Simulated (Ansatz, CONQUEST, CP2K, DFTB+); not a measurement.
# Ge/Sn superlattice along [001] (80 atoms) in DFTB+

Wanted: DFTB+ inputs and outputs for Ge/Sn superlattice along [001] (80 atoms), checked against a plane-wave reference.

Main program and level: DFTB+ 25.1; the method is named at each step.

## (1) Starting point

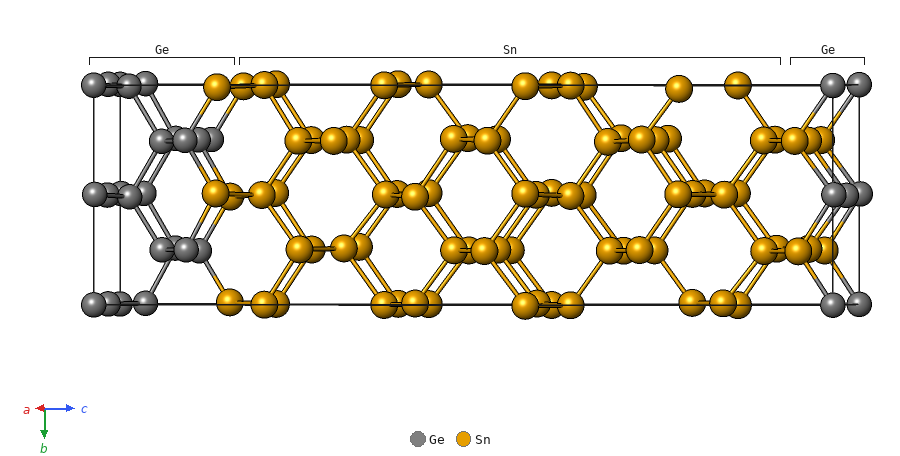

The cell as given, from the side, with the c axis across the page (germanium grey, tin orange). Bonds to atoms that aren't drawn are left out. Some periodic images of atoms are drawn too.

The cell holds 80 atoms: 16 Ge and 64 Sn. Its edges and angles: a = 9.177 Å, b = 9.177 Å, c = 31.107 Å, α = 90.0°, β = 90.0°, γ = 90.0°. Diamond-structure lattice with in-plane constant 6.489 Å; 1 period of Ge and 4 of Sn along [001], 2 x 2 in-plane cells; the two parts stretched along z by 0.7938 and 1.0; every coordinate displaced by a Gaussian of 0.05 Å. Then every atom was moved at random, 0.02 Å r.m.s. a Cartesian component. Regions: Ge, 16 atoms (16 Ge); Sn, 64 atoms (64 Sn). The structure's axis is c.

As a file:

```xyz
80
Lattice="9.1768 0.0000 0.0000 0.0000 9.1768 0.0000 0.0000 0.0000 31.1070" Properties=species:S:1:pos:R:3 pbc="T T T"
Ge    0.0078    0.0004   31.1001
Ge    2.2982    9.1376    1.3392
Ge    4.5649    9.1555    0.0417
Ge    6.8664    0.0494    1.1945
Ge    9.1414    4.5651    0.0299
Ge    2.2369    4.5490    1.2645
Ge    4.6188    4.6073    0.0096
Ge    6.8981    4.6704    1.2284
Ge    2.3343    2.2486    2.6121
Ge    4.6326    2.2971    3.8398
Ge    6.9568    2.3519    2.5791
Ge    0.0240    2.3024    3.8352
Sn    9.1438    0.0813    5.1784
Sn    2.3116    9.1609    6.8323
Sn    4.6674    9.0885    5.1734
Sn    6.8400    9.1748    6.8921
Ge    2.2497    6.8305    2.5903
Ge    4.6101    6.9364    3.8831
Ge    6.8852    6.8861    2.5925
Ge    9.1105    6.8752    3.8744
Sn    9.0667    4.5230    5.1087
Sn    2.2650    4.5289    6.7916
Sn    4.5865    4.6696    5.1806
Sn    6.8199    4.5951    6.7791
Sn    2.3595    2.3163    8.3252
Sn    4.5017    2.2890   10.0681
Sn    6.8933    2.3281    8.3245
Sn    0.0233    2.3238   10.0983
Sn    0.0447    9.1655   11.6962
Sn    2.2052    9.1677   13.2478
Sn    4.6776    0.0182   11.6710
Sn    6.9428    9.1227   13.2469
Sn    2.3482    6.8894    8.3410
Sn    4.6138    6.8325    9.9670
Sn    6.8679    6.8668    8.3724
Sn    0.0670    6.7857   10.0522
Sn    0.0953    4.5755   11.6576
Sn    2.3202    4.5297   13.2531
Sn    4.6170    4.5802   11.7329
Sn    6.8947    4.6660   13.2382
Sn    2.2748    2.2304   14.8996
Sn    4.5795    2.2703   16.4071
Sn    6.9186    2.2447   14.8704
Sn    9.0519    2.3122   16.5470
Sn    9.1557    0.0340   18.1509
Sn    2.2370    0.0864   19.7803
Sn    4.6994    9.1331   18.1089
Sn    6.8723    0.0178   19.7825
Sn    2.2310    6.9235   14.9385
Sn    4.5646    6.8882   16.4207
Sn    6.8264    6.9022   14.8722
Sn    0.0044    6.9238   16.4366
Sn    0.0036    4.5256   18.1519
Sn    2.3800    4.6108   19.7483
Sn    4.5657    4.5906   18.0470
Sn    6.9605    4.6274   19.7853
Sn    2.3934    2.2307   21.3605
Sn    4.5097    2.3019   23.0699
Sn    6.8253    2.3672   21.3453
Sn    9.1608    2.2605   23.0503
Sn    9.0934    0.1424   24.6171
Sn    2.3487    0.0257   26.2792
Sn    4.5972    9.1023   24.6280
Sn    6.9879    9.1096   26.2166
Sn    2.1984    6.9321   21.4498
Sn    4.5787    6.9104   23.0369
Sn    6.9173    6.9114   21.4324
Sn    9.1013    6.8788   22.9557
Sn    0.0182    4.5471   24.5919
Sn    2.2447    4.5351   26.2229
Sn    4.6195    4.5488   24.6423
Sn    6.9039    4.5702   26.2521
Sn    2.3118    2.2890   27.8289
Sn    4.6944    2.3191   29.5115
Sn    6.8164    2.3045   27.9026
Sn    0.0296    2.3149   29.4981
Sn    2.2893    6.8462   27.8983
Sn    4.5991    6.8474   29.5193
Sn    6.8767    6.9258   27.9291
Sn    0.0042    6.9289   29.6453
```

The yardstick, on the same geometry:

```
method                 : Kohn-Sham DFT, PBE, PAW, plane waves (Ansatz 0.2.0); cutoff 420 eV, Γ point, fermi-dirac smearing of 0.05 eV; PAW set soft_2
r.m.s. force component : 0.5222 eV/Å
longest force          : 2.088 eV/Å
pressure               : 4.561 GPa
SCF cycles             : 12
time                   : 42 s on 4 threads of Intel Xeon 6975P-C (Granite Rapids), shared host
CPU time               : 2.3 min
```

## (2) GFN1-xTB

Method: GFN1-xTB tight binding, diagonalisation.

The input, dftb_in.hsd:

```
Geometry = GenFormat {
  <<< geo.gen
}
Driver = {}
Hamiltonian = xTB {
  Method = "GFN1-xTB"
  SccTolerance = 1e-06
  MaxSccIterations = 300
  Mixer = Broyden { MixingParameter = 0.05 }
  Filling = Fermi { Temperature [K] = 580 }
  KPointsAndWeights = { 0.0 0.0 0.0 1.0 }
}
Analysis {
  PrintForces = Yes
  MullikenAnalysis = Yes
}
ParserOptions { ParserVersion = 14 }
```

The input, geo.gen:

```
80 F
Ge Sn
1 1 0.00085 0.00004 0.99978
2 1 0.25044 0.99573 0.04305
3 1 0.49744 0.99768 0.00134
4 1 0.74823 0.00538 0.03840
5 1 0.99614 0.49746 0.00096
6 1 0.24375 0.49571 0.04065
7 1 0.50331 0.50206 0.00031
8 1 0.75169 0.50893 0.03949
9 1 0.25437 0.24503 0.08397
10 1 0.50482 0.25031 0.12344
11 1 0.75808 0.25629 0.08291
12 1 0.00261 0.25089 0.12329
13 2 0.99640 0.00886 0.16647
14 2 0.25190 0.99826 0.21964
15 2 0.50861 0.99038 0.16631
16 2 0.74535 0.99978 0.22156
17 1 0.24515 0.74432 0.08327
18 1 0.50236 0.75586 0.12483
19 1 0.75028 0.75038 0.08334
20 1 0.99277 0.74919 0.12455
21 2 0.98800 0.49287 0.16423
22 2 0.24682 0.49352 0.21833
23 2 0.49979 0.50885 0.16654
24 2 0.74317 0.50073 0.21793
25 2 0.25712 0.25241 0.26763
26 2 0.49055 0.24943 0.32366
27 2 0.75116 0.25369 0.26761
28 2 0.00254 0.25322 0.32463
29 2 0.00487 0.99876 0.37600
30 2 0.24030 0.99900 0.42588
31 2 0.50972 0.00198 0.37519
32 2 0.75656 0.99410 0.42585
33 2 0.25588 0.75074 0.26814
34 2 0.50277 0.74454 0.32041
35 2 0.74840 0.74828 0.26915
36 2 0.00730 0.73944 0.32315
37 2 0.01038 0.49859 0.37476
38 2 0.25283 0.49360 0.42605
39 2 0.50311 0.49911 0.37718
40 2 0.75132 0.50845 0.42557
41 2 0.24788 0.24305 0.47898
42 2 0.49903 0.24740 0.52744
43 2 0.75392 0.24461 0.47804
44 2 0.98639 0.25196 0.53194
45 2 0.99770 0.00370 0.58350
46 2 0.24377 0.00942 0.63588
47 2 0.51209 0.99523 0.58215
48 2 0.74888 0.00194 0.63595
49 2 0.24311 0.75445 0.48023
50 2 0.49741 0.75061 0.52788
51 2 0.74387 0.75213 0.47810
52 2 0.00048 0.75449 0.52839
53 2 0.00039 0.49315 0.58353
54 2 0.25935 0.50244 0.63485
55 2 0.49753 0.50024 0.58016
56 2 0.75849 0.50425 0.63604
[... 24 atom lines left out ...]
0.0 0.0 0.0
9.17683 0.00000 0.00000
0.00000 9.17683 0.00000
0.00000 0.00000 31.10697
```

The run is started by

```bash
OMP_NUM_THREADS=1 dftb+ > output.txt
```

The program printed:

```text
Reading input file 'dftb_in.hsd'
Parser version: 14
--------------------------------------------------------------------------------
Processed input in HSD format written to 'dftb_pin.hsd'
Starting initialization...
--------------------------------------------------------------------------------
WARNING!
-> Dipole printed for extended system : value printed is not well defined
Mode:                        Static calculation
Self consistent charges:     Yes
SCC-tolerance:                 0.100000E-05
Max. scc iterations:                    300
Shell resolved Hubbard:      Yes
Spin polarisation:           No
Nr. of up electrons:           160.000000
Nr. of down electrons:         160.000000
Periodic boundaries:         Yes
Electronic solver:           Relatively robust
Mixer:                       Broyden mixer
Mixing parameter:                  0.050000
Nr. of chrg. vec. in memory:            300
Max. SCC-cycles:                        300
tblite library version:      0.3.0
-> parametrization:          GFN1-xTB
-> repulsion:                Yes
-> dispersion:               Yes
-> halogen bonding:          Yes
-> electrostatics:           Yes
   -> isotropic:             Yes
   -> anisotropic:           No
   -> third-order:           Yes
Electronic temperature:              0.183675E-02 H      0.499806E-01 eV
Initial charges:             Set automatically (system chrg:   0.000E+00)
Included shells:            Ge:  s, p, d
                            Sn:  s, p, d
K-points and weights:           1:  0.000000  0.000000  0.000000     1.000000
K-points in absolute space:     1:  0.000000  0.000000  0.000000
Extra options:
                             Mulliken analysis
                             Force calculation
Force type                   original
--------------------------------------------------------------------------------
***  Geometry step: 0
 iSCC Total electronic   Diff electronic      SCC error
    1   -0.18920550E+03    0.00000000E+00    0.49097607E+00
    2   -0.18788220E+03   -0.18920550E+03    0.42458318E+00
    3   -0.18984546E+03    0.13232994E+01    0.38966716E+00
    4   -0.16738925E+03   -0.19632604E+01    0.69705997E+00
    5   -0.16893296E+03    0.22456206E+02    0.68186029E+00
    6   -0.16917035E+03   -0.15437060E+01    0.67679850E+00
    7   -0.18908623E+03   -0.23739501E+00    0.24664853E+00
    8   -0.19010288E+03   -0.19915882E+02    0.20616318E+00
    9   -0.19008581E+03   -0.10166450E+01    0.16699887E+00
   10   -0.19047648E+03    0.17066194E-01    0.12488201E+00
   11   -0.19037047E+03   -0.39066920E+00    0.10251634E+00
   12   -0.19055548E+03    0.10601604E+00    0.11350372E+00
   13   -0.19057323E+03   -0.18501288E+00    0.86266912E-01
   14   -0.19053472E+03   -0.17747815E-01    0.70411291E-01
   15   -0.19040286E+03    0.38509225E-01    0.82025758E-01
   16   -0.19043596E+03    0.13185626E+00    0.70429607E-01
   17   -0.19050418E+03   -0.33102363E-01    0.55383682E-01
   18   -0.19049230E+03   -0.68220733E-01    0.54016772E-01
   19   -0.19051942E+03    0.11881833E-01    0.44592988E-01
>> Charges saved for restart in charges.bin
   20   -0.19054999E+03   -0.27121502E-01    0.35365324E-01
   21   -0.19052980E+03   -0.30564805E-01    0.38320998E-01
   22   -0.19052750E+03    0.20188969E-01    0.39164439E-01
   23   -0.19052876E+03    0.22991661E-02    0.41947480E-01
   24   -0.19055675E+03   -0.12564200E-02    0.30259454E-01
[...]
>> Charges saved for restart in charges.bin
[...]
49   -0.19058065E+03    0.18368465E-06    0.94456865E-05
   50   -0.19058065E+03    0.17668026E-06    0.14204937E-04
   51   -0.19058065E+03   -0.17927533E-06    0.12618082E-04
   52   -0.19058065E+03   -0.65603842E-08    0.46976040E-05
   53   -0.19058065E+03    0.84505331E-07    0.22645612E-05
   54   -0.19058065E+03    0.23417130E-07    0.27785969E-05
   55   -0.19058065E+03   -0.18698273E-07    0.13340085E-05
>> Charges saved for restart in charges.bin
   56   -0.19058065E+03    0.19025549E-07    0.73014812E-06
Total Energy:                     -190.7539512701 H        -5190.6791 eV
Extrapolated to 0K:               -190.7651247244 H        -5190.9832 eV
Total Mermin free energy:         -190.7762981787 H        -5191.2872 eV
Force related energy:             -190.7762981787 H        -5191.2872 eV
Volume:                              0.176783E+05 au^3   0.261965E+04 A^3
Pressure:                            0.547985E-04 au     0.161223E+10 Pa
```

detailed.out:

```text
Fermi distribution function
Calculation with static geometry
********************************************************************************
 iSCC Total electronic   Diff electronic      SCC error
   56   -0.19058065E+03    0.19025549E-07    0.73014812E-06
********************************************************************************
 Total charge:    -0.00000000
 Atomic gross charges (e)
 Atom           Charge
    1      -0.10903389
    2       0.02768188
    3      -0.12325152
    4       0.01128047
    5      -0.11872970
    6       0.03282420
    7      -0.11525152
    8      -0.00158927
    9       0.01132680
   10      -0.08590526
   11      -0.00692654
   12      -0.08809943
[...]
76       0.06359220
   77       0.00219289
   78       0.06483325
   79       0.00904579
   80       0.06398031
Fermi level:                        -0.3265218987 H           -8.8851 eV
Band energy:                      -194.7734402242 H        -5300.0550 eV
TS:                                  0.0223469086 H            0.6081 eV
Band free energy (E-TS):          -194.7957871328 H        -5300.6631 eV
Extrapolated E(0K):               -194.7846136785 H        -5300.3590 eV
Input / Output electrons (q):    320.0000000000    320.0000000000
Energy H0:                        -190.6287487327 H        -5187.2722 eV
Energy SCC:                          0.0480943541 H            1.3087 eV
Total Electronic energy:          -190.5806543786 H        -5185.9635 eV
Repulsive energy:                    0.3859579453 H           10.5025 eV
Halogen correction energy:           0.0000000000 H            0.0000 eV
Total energy:                     -190.7539512701 H        -5190.6791 eV
Extrapolated to 0:                -190.7651247244 H        -5190.9832 eV
Total Mermin free energy:         -190.7762981787 H        -5191.2872 eV
Force related energy:             -190.7762981787 H        -5191.2872 eV
Non-constrained calculation
SCC converged
Total Forces
    1      0.000291445036      0.006604663014      0.000739589734
    2     -0.001705958972      0.000723392511     -0.006875586036
    3      0.002235144824      0.001899287754     -0.005935666835
    4      0.000856997007     -0.001174531090     -0.001509778184
    5      0.000777329353      0.002091999231     -0.002849209463
    6      0.002163166010      0.000189639714     -0.003995261261
    7     -0.000695441006     -0.002150358454     -0.001967121082
    8     -0.000371556443     -0.003032167135     -0.002744618745
    9     -0.000799460492      0.000776776615      0.003622355730
   10      0.000030550438      0.000513837147     -0.008103651235
   11     -0.001881548113     -0.000577418235      0.002583661982
[...]
76     -0.006782294924     -0.001824727718      0.009609071193
   77     -0.003972636781      0.001359359523     -0.000802304424
   78     -0.005552864500      0.003647908739      0.013684920717
   79      0.009610708319     -0.013518385637     -0.000464307645
   80     -0.000168074517     -0.006776804074     -0.000481341545
Total stress tensor
      0.000130789816      0.000002513448      0.000009462203
      0.000002513448      0.000123641481     -0.000000581279
      0.000009462203     -0.000000581279     -0.000090035835
Total lattice derivs
     -0.133328194058     -0.002562228890     -0.009645845728
     -0.002562228890     -0.126041123660      0.000592560653
     -0.002845609407      0.000174810609      0.027076868813
Maximal derivative component:        0.401579E-01 au
Volume:                              0.176783E+05 au^3
Pressure:                            0.547985E-04 au     0.161223E+10 Pa
Warning: dipole moment is not defined absolutely!
Dipole moment:   -0.49907699    0.45751119   16.87597977 au
Dipole moment:   -1.26852727    1.16287754   42.89446545 Debye
```

Run time: 24 s. Hardware: 1 thread of Intel Xeon 6975P-C (Granite Rapids), shared host; peak memory 0.73 GiB.

Banners, paths, timers and routine set-up lines are dropped from the logs unmarked, and long logs keep their key lines alone; longer cuts are marked.

Against the reference:

```
r.m.s. force component                  : 0.6461 eV/Å
r.m.s. difference of force components   : 162.5 meV/Å
longest difference of force vectors     : 728.7 meV/Å
force difference over r.m.s. force      : 31.13 %
slope of forces against the reference's : 1.217
correlation of force components         : 0.9836
pressure                                : 1.612 GPa
pressure difference                     : -2.949 GPa
```

Length of the force difference by element (eV/Å):

```csv
element,atoms,mean,most
Ge,16,0.23,0.32
Sn,64,0.26,0.73
```

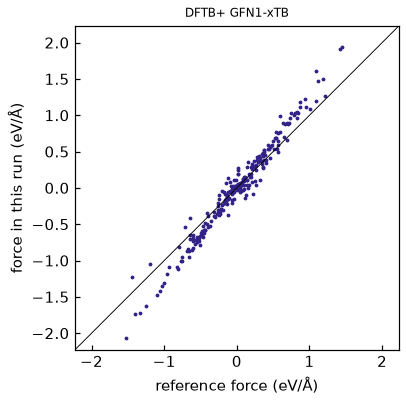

Force components against those of the reference; the line marks equality.

(Continued in part 2 of 2.)

[Also dropped from logs without a mark: logging warnings of Python, and SIESTA's first energy breakdown and zero terms.]

[Logs are printed without paths, hosts, clocks, repeated set-up lines and the standing remarks that a program may print on its own settings, such as how far it seeks lower states.]

[Hosts, paths, dates, database ids (printed as entryN), source tags and the programs' standing remarks are cut or masked in the printed files.]
